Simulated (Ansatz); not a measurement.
The starting structures come from a database of crystals and need not be the phases stable at ambient conditions.

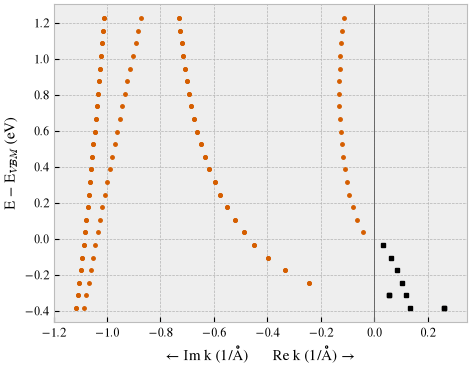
Fig. 1. Complex bands at the centre of the two-dimensional zone; PBEsol (Ansatz, an electronic-structure program)

The gap is the functional's own, uncorrected, and κ follows it; spin-orbit coupling is left out. Mid-gap means the computed energy nearest the middle.

This is SnS₂ (P6_3mc, 6 atoms a cell, 22.6 Å³ an atom) along the normal of (001). Read off the slowest decay at the centre of the two-dimensional zone at 0.46 eV, the computed energy nearest the middle of the gap.

κ ≈ 0.12 1/Å, a decay length 1/(2κ) of the density of 4.3 Å.
